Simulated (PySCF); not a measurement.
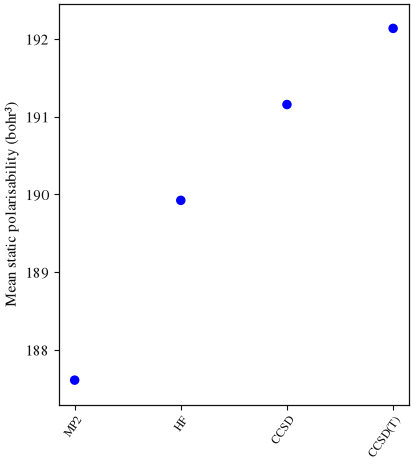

The mean static polarisability of Pb⁻ ([Xe] 4f¹⁴ 5d¹⁰ 6s² 6p³) across levels of theory. Finite fields; PySCF, aug-cc-pwCVTZ-PP with a 60-electron core potential, unrestricted single determinants, no spin-orbit coupling. 18 core electrons frozen.

> How do the methods compare?

The values run from 187.61 bohr³ (MP2) to 192.13 bohr³ (CCSD(T)).

```csv
Method,Mean static polarisability (bohr³)
HF,189.92
MP2,187.61
CCSD,191.15
CCSD(T),192.13
```

Limits of the model: close to jj coupling, the high-spin determinant is a model state.
